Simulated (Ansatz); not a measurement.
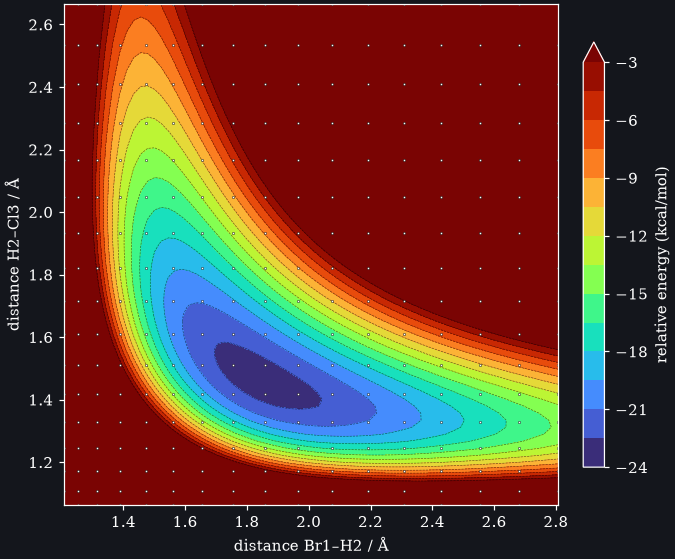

The system Br⁻ + HCl. The first coordinate is: distance Br1–H2; the second: distance H2–Cl3. Nothing is relaxed (the angle Br1–H2–Cl3 is fixed at 180 degrees). The scan uses a 17 × 17 grid. Energies are in kcal/mol, from Br with charge -1 far from the relaxed HCl (each part in its own basis). The reference is spin-restricted, so regions where a bond is pulled apart into radicals lie too high. Computed with RKS PBE0-D4/def2-SVPD (Ansatz).

The picture shows filled contours, dots at the grid points, one colour for all values above the top of the scale. Between grid points the surface is interpolated.

Estimate the position of the minimum and the force constants in these coordinates.

Answer. The interpolated minimum is at distance Br1–H2 ≈ 1.852 Å, distance H2–Cl3 ≈ 1.459 Å. The curvatures there are about 4.5 eV/Å² and 12 eV/Å², with a cross term of about 5.4 eV/Å². Round the minimum the valley is strongly tilted: raising distance Br1–H2 shifts the best value of distance H2–Cl3 downwards (coupling k₁₂/√(k₁₁k₂₂) about 0.7). (1 eV is 23.1 kcal/mol.)
